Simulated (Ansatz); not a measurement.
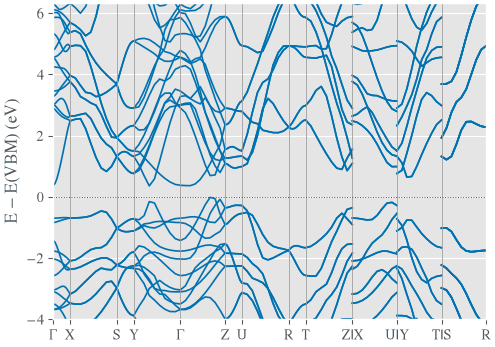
Fig. 1. Band structure from the program Ansatz at the LDA level (PAW)

The gap is 0.33 eV; an edge lies off the plotted path or next to a special point (maximum on the Γ–Z line, 70 % of the way from Γ, minimum off the standard path).

The material is SnSe in space group Pnma (No. 62; Se on 4c, Sn on 4c).

The cell was relaxed with LDA under the symmetry of its start; of distortions, only those at the zone centre were tested. A crystal of weakly bound layers computed without a dispersion correction: the cell and the soft elastic constants depend strongly on that. Scalar-relativistic: spin–orbit coupling is off unless named, which matters more the heavier the elements.

Potentials: the later of the program's two PAW sets.
